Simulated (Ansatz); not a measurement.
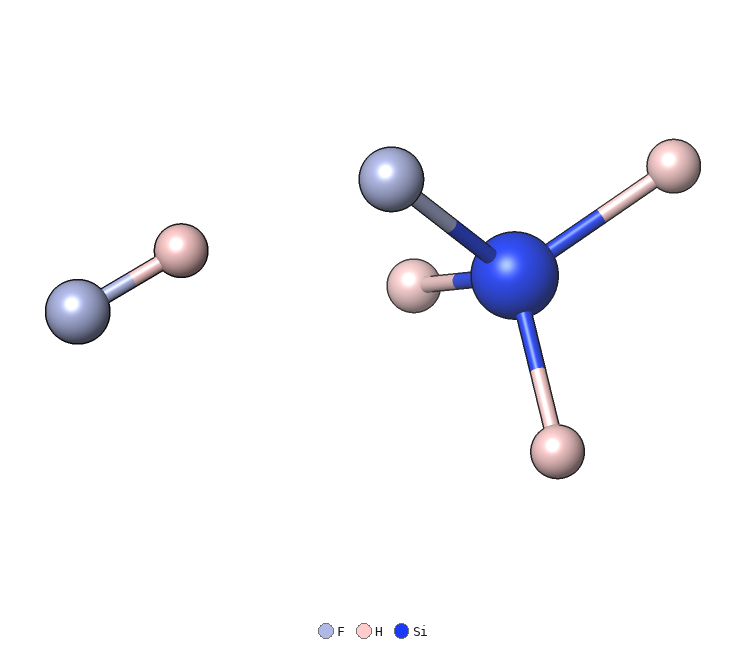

Starting geometry of the run.

Input file:

```yaml
crystal:
  periodic: [false, false, false]
  atoms:
    - {symbol: F, position_ang: [0.746281, 0.167214, -2.697092]}
    - {symbol: H, position_ang: [0.822062, -0.221802, -1.858633]}
    - {symbol: Si, position_ang: [-0.351207, 0.037801, 0.950086]}
    - {symbol: F, position_ang: [0.638847, -0.651890, -0.129722]}
    - {symbol: H, position_ang: [-1.733946, -0.129384, 0.453779]}
    - {symbol: H, position_ang: [0.023961, 1.464699, 1.047406]}
    - {symbol: H, position_ang: [-0.145999, -0.666739, 2.234176]}
basis:
  gaussian: {orbitals: "def2-TZVPPD.json"}
hamiltonian: {xc: {name: B97M-V}}
```

It was started with:

```sh
ansatz run in.yaml --threads 2 --pin off --events-out ev --progress --plain --max-ram 5222MiB
```

What the program printed:

```
Functional definition: B97M-V
  name "B97M-V"
  cite "Mardirossian & Head-Gordon, J. Chem. Phys. 142, 074111 (2015) doi:10.1063/1.4907719"
  cite "Becke, J. Chem. Phys. 107, 8554 (1997) doi:10.1063/1.475007"
  cite "Vydrov & Van Voorhis, J. Chem. Phys. 133, 244103 (2010) doi:10.1063/1.3521275"
  # Of w^i u^j: cxij and so on, Table III.
  parameter cx00 = 1.000
  parameter cx01 = 1.308
  parameter cx02 = 1.901
  parameter cx10 = 0.416
  parameter cx11 = 3.070
  parameter css00 = 1.000
  parameter css02 = -1.855
  parameter css10 = -5.668
  parameter css32 = -20.497
  parameter css42 = -20.364
  parameter cos00 = 1.000
  parameter cos01 = 1.573
  parameter cos03 = -6.298
  parameter cos10 = 2.535
  parameter cos32 = -6.427
  parameter b = 6.0
  parameter c = 0.01
  gx(w, u) = cx00 + cx01*u + cx02*u^2 + (cx10 + cx11*u)*w
  gss(w, u) = css00 + css02*u^2 + css10*w + (css32*w^3 + css42*w^4)*u^2
  gos(w, u) = cos00 + cos01*u + cos03*u^3 + cos10*w + cos32*w^3*u^2
  exchange = spin_sum(e_x_unif_s*gx(b97_w, b97_u_x))
  correlation = spin_sum(e_c_pw_mod_same_spin*gss(b97_w, b97_u_same))
      + integral(e_c_pw_mod_opposite_spin*gos(b97_w_opposite, b97_u_opposite)) + vv10(b, c)
935 factors; their error is unknown
mean field evaluation 1: about -13373.9811 eV, gradient 4.5e1 eV
mean field evaluation 2: about -13369.2217 eV, gradient 7.4e1 eV
mean field evaluation 4: about -13376.8652 eV, gradient 2.3e0 eV
mean field evaluation 8: about -13376.8809 eV, gradient 2.6e-2 eV
mean field evaluation 16: about -13376.8651 eV, gradient 4.4e-5 eV
mean field -13376.86509272 eV, -491.5907249926 hartree, gradient 4.4e-5 eV, S^2 0.000000; 0 other end points of the search recorded, 0 dependent functions left out
reference -13376.86517076 eV, -491.5907278605 hartree; 18, 18 occupied and 178, 178 virtual orbitals, 935 factors
Total energy: -13376.86517076 eV, -491.5907278605 hartree
```
